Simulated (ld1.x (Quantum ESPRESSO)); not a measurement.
# Pseudopotential generation for W (part 2 of 2)

The same run, continued: tungsten (W, Z = 74), core [Xe] 4f14, reference valence 5d4 6s0 6p0 (an ion of charge +2), valence charge 6. Method: TM potential, LDA (PZ), scalar-relativistic, made with ld1.x (Quantum ESPRESSO) 7.5.

### Output of the test run (extracts), continued
```
     ---------------------- Testing the pseudopotential ----------------------

     W
     scalar relativistic calculation

     atomic number is 74.00   valence charge is  6.00
     dft =PZ   lsd =0 sic =0 latt =0  beta=0.20 tr2=1.0E-14
     mesh =1273 r(mesh) =  99.08072 xmin = -7.00 dx = 0.01250

     n l     nl             e AE (Ry)        e PS (Ry)    De AE-PS (Ry)
     3 2     5D   1( 3.00)       -1.01056       -1.01962        0.00906  !
     1 0     6S   1( 2.00)       -0.98434       -0.98290       -0.00144
     2 1     6P   1( 0.00)       -0.55555       -0.55251       -0.00305

     eps = 4.6E-17  iter =  7

     Etot =  -32265.536191 Ry,  -16132.768095 Ha, -438994.983860 eV
     Etotps =   -16.172475 Ry,      -8.086238 Ha,    -220.037737 eV
     dEtot_ae =      -1.183362 Ry
     dEtot_ps =      -1.177815 Ry,   Delta E=      -0.005547 Ry

     Ekin =      11.238259 Ry,       5.619129 Ha,     152.904298 eV
     Encl =     -27.490772 Ry,     -13.745386 Ha,    -374.031014 eV
     Ehrt =       9.897850 Ry,       4.948925 Ha,     134.667111 eV
     Ecxc =      -5.402495 Ry,      -2.701247 Ha,     -73.504682 eV
     (Ecc =      -1.772173 Ry,      -0.886087 Ha,     -24.111644 eV)
     Epseu=      -4.415317 Ry,      -2.207659 Ha,     -60.073450 eV

     ---------------------- End of pseudopotential test ----------------------

     ---------------------- Testing the pseudopotential ----------------------

     W
     scalar relativistic calculation

     atomic number is 74.00   valence charge is  6.00
     dft =PZ   lsd =0 sic =0 latt =0  beta=0.20 tr2=1.0E-14
     mesh =1273 r(mesh) =  99.08072 xmin = -7.00 dx = 0.01250

     n l     nl             e AE (Ry)        e PS (Ry)    De AE-PS (Ry)
     3 2     5D   1( 2.00)       -3.22206       -3.25993        0.03787  !
     1 0     6S   1( 0.00)       -2.82757       -2.85408        0.02651  !
     2 1     6P   1( 0.00)       -2.17222       -2.19244        0.02021  !

     eps = 9.1E-15  iter =  6

     Etot =  -32259.704305 Ry,  -16129.852152 Ha, -438915.637006 eV
     Etotps =   -10.311107 Ry,      -5.155553 Ha,    -140.289756 eV
     dEtot_ae =       4.648524 Ry
     dEtot_ps =       4.683554 Ry,   Delta E=      -0.035029 Ry

     Ekin =       8.409719 Ry,       4.204859 Ha,     114.420052 eV
     Encl =     -13.178392 Ry,      -6.589196 Ha,    -179.301163 eV
     Ehrt =       2.163052 Ry,       1.081526 Ha,      29.429821 eV
     Ecxc =      -3.542732 Ry,      -1.771366 Ha,     -48.201320 eV
     (Ecc =      -1.772173 Ry,      -0.886087 Ha,     -24.111644 eV)
     Epseu=      -4.162753 Ry,      -2.081377 Ha,     -56.637146 eV

     ---------------------- End of pseudopotential test ----------------------

     ---------------------- Testing the pseudopotential ----------------------

     W
     scalar relativistic calculation

     atomic number is 74.00   valence charge is  6.00
     dft =PZ   lsd =1 sic =0 latt =0  beta=0.20 tr2=1.0E-14
     mesh =1273 r(mesh) =  99.08072 xmin = -7.00 dx = 0.01250

     n l     nl             e AE (Ry)        e PS (Ry)    De AE-PS (Ry)
     3 2     5D   1( 4.00)       -1.55013       -1.56445        0.01433  !
     1 0     6S   1( 0.00)       -1.49363       -1.49324       -0.00039
     2 1     6P   1( 0.00)       -1.00016       -0.99886       -0.00130
     3 2     5D   2( 0.00)       -1.36835       -1.30693       -0.06143  !
     1 0     6S   2( 0.00)       -1.34035       -1.32479       -0.01555  !
     2 1     6P   2( 0.00)       -0.89234       -0.88398       -0.00836  !

     eps = 1.8E-17  iter =  7

     Etot =  -32264.526559 Ry,  -16132.263279 Ha, -438981.247120 eV
     Etotps =   -15.241297 Ry,      -7.620648 Ha,    -207.368405 eV
     dEtot_ae =      -0.173730 Ry
     dEtot_ps =      -0.246636 Ry,   Delta E=       0.072906 Ry

     Ekin =      14.234915 Ry,       7.117457 Ha,     193.675879 eV
     Encl =     -24.945153 Ry,     -12.472576 Ha,    -339.396094 eV
     Ehrt =       7.808434 Ry,       3.904217 Ha,     106.239156 eV
     Ecxc =      -5.476317 Ry,      -2.738158 Ha,     -74.509086 eV
     (Ecc =      -1.772173 Ry,      -0.886087 Ha,     -24.111644 eV)
     Epseu=      -6.863175 Ry,      -3.431588 Ha,     -93.378259 eV

     ---------------------- End of pseudopotential test ----------------------

     ---------------------- Testing the pseudopotential ----------------------

     W
     scalar relativistic calculation

     atomic number is 74.00   valence charge is  6.00
     dft =PZ   lsd =1 sic =0 latt =0  beta=0.20 tr2=1.0E-14
     mesh =1273 r(mesh) =  99.08072 xmin = -7.00 dx = 0.01250

     n l     nl             e AE (Ry)        e PS (Ry)    De AE-PS (Ry)
     3 2     5D   1( 4.00)       -0.39529       -0.40838        0.01309  !
     1 0     6S   1( 1.00)       -0.46860       -0.46778       -0.00082
     2 1     6P   1( 0.00)       -0.12267       -0.12275        0.00008
     3 2     5D   2( 0.00)       -0.25156       -0.20506       -0.04650  !
     1 0     6S   2( 1.00)       -0.37729       -0.36784       -0.00945  !
     2 1     6P   2( 0.00)       -0.08560       -0.08494       -0.00066

     eps = 1.3E-15  iter =  9

     Etot =  -32266.344182 Ry,  -16133.172091 Ha, -439005.977145 eV
     Etotps =   -17.046013 Ry,      -8.523006 Ha,    -231.922821 eV
     dEtot_ae =      -1.991353 Ry
     dEtot_ps =      -2.051352 Ry,   Delta E=       0.059999 Ry

     Ekin =      13.491720 Ry,       6.745860 Ha,     183.564208 eV
     Encl =     -32.133808 Ry,     -16.066904 Ha,    -437.202730 eV
     Ehrt =      13.606198 Ry,       6.803099 Ha,     185.121760 eV
     Ecxc =      -6.282873 Ry,      -3.141437 Ha,     -85.482848 eV
     (Ecc =      -1.772173 Ry,      -0.886087 Ha,     -24.111644 eV)
     Epseu=      -5.727250 Ry,      -2.863625 Ha,     -77.923211 eV

     ---------------------- End of pseudopotential test ----------------------
```

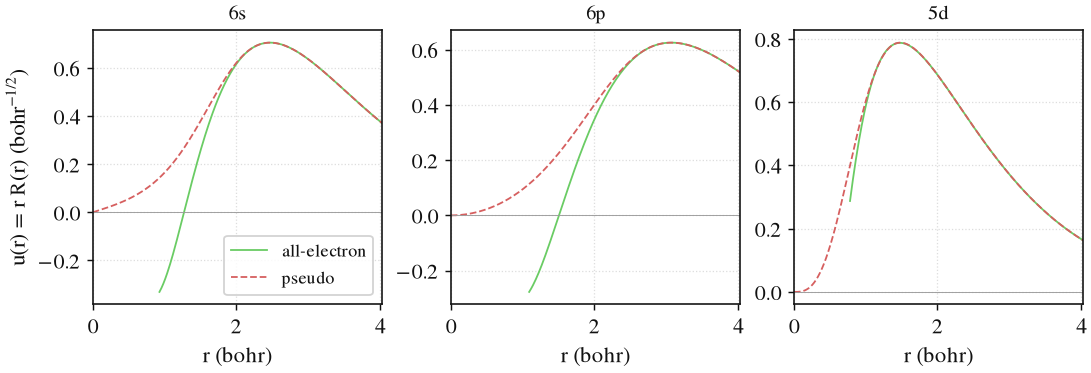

**Figure 2.** Partial waves u(r) = r R(r), all-electron (solid) and pseudo (dashed). The innermost oscillations of some all-electron curves aren't drawn. Reference configuration 5d4 6s0 6p0.

- Matching radii: 6s at 2.50 bohr; 6p at 3.10 bohr; 5d at 2.15 bohr. The curves merge smoothly, so the plot gives these only roughly.
- Nodes of the pseudo-waves: 6s has no node; 6p has no node; 5d has no node.
- Cutoffs needed: 30 Ry (loose) and 35 Ry (tight), as the cutoffs, on a coarse ladder, from which the occupation-weighted sum of valence levels, in a spherical-Bessel basis at the reference potential, stays within 10 and 1 mRy of its value at 400 Ry.

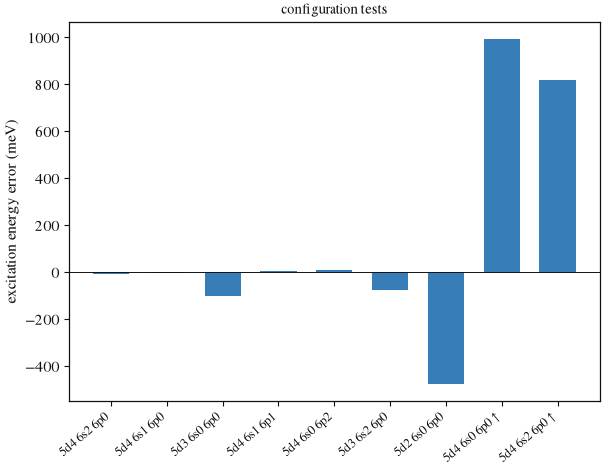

**Figure 3.** Errors, all-electron minus pseudo, of the energies of valence configurations relative to the unpolarised reference 5d4 6s0 6p0. An arrow marks spin-polarised runs filled by Hund’s rule.

- Worst configuration: 5d4 6s0 6p0 ↑ (charge +2): the error is +992 meV on an all-electron energy of -2.36 eV relative to the reference, or 42 %.
- Errors in meV: 5d4 6s2 6p0: -8.9; 5d4 6s1 6p0: -1.8; 5d3 6s0 6p0: -104; 5d4 6s1 6p1: +4.1; 5d4 6s0 6p2: +7.5; 5d3 6s2 6p0: -75; 5d2 6s0 6p0: -477; 5d4 6s0 6p0 ↑: +992; 5d4 6s2 6p0 ↑: +816.
- Configurations within 10 meV and within 50 meV: 4 and 4 of 9.

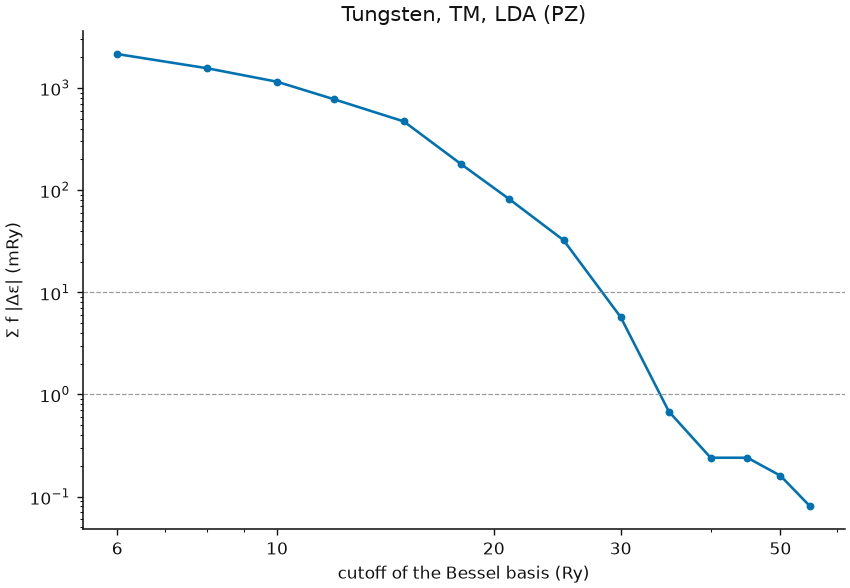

**Figure 4.** The pseudo-atom Hamiltonian at the reference potential is diagonalised in spherical Bessel functions (20 bohr box) up to the cutoff. Curve: occupation-weighted sum of the valence levels' distances from their values at 400 Ry.

- Cutoffs for 10 and 1 mRy in the occupation-weighted sum of levels: 30 Ry and 35 Ry, on the ladder of cutoffs that was run.
- Error at 30 Ry: about 5.7 mRy.

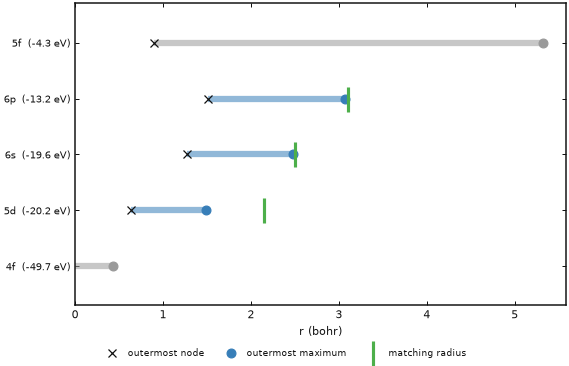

**Figure 5.** Outer shells of the all-electron reference atom: each bar runs from the outermost node (or the nucleus) to the outermost maximum of u(r); the tick is the radius chosen for the pseudo-wave. Shells without a tick have no pseudo-wave of their own. Levels, nodes and maxima are from ld1.x, scalar-relativistic.

- Radii against the shells: 5d: 2.15 bohr, outside the maximum; 6s: 2.50 bohr, outside the maximum; 6p: 3.10 bohr, outside the maximum.

Outcome of the run: generated, with a spurious state above the valence levels.
